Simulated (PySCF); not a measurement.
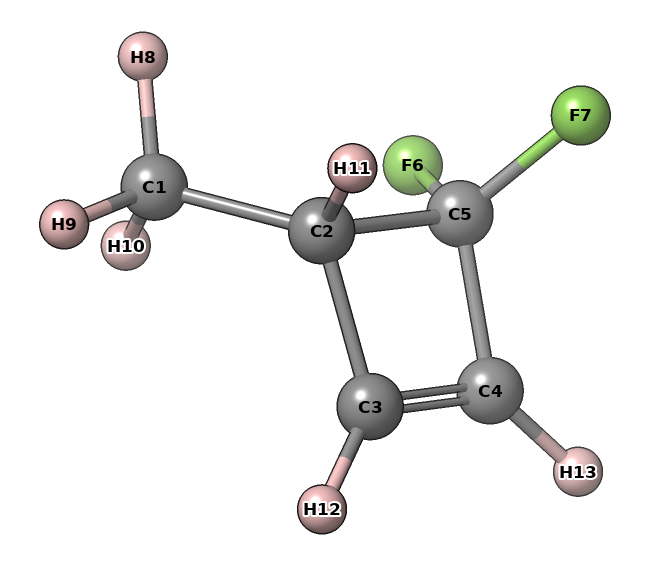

Depth is shown by fading: the farther an atom, the more it takes the colour of the background. Computed geometry: PBE0-D3(BJ)/def2-SVP optimisation. No frequency run is at hand to confirm it as a minimum.

**Which atoms or bonds are stereogenic?**

Centres: C2.

**What are the Cahn–Ingold–Prelog descriptors?**

C2: S (priorities C5 > C3 > C1 > H11).
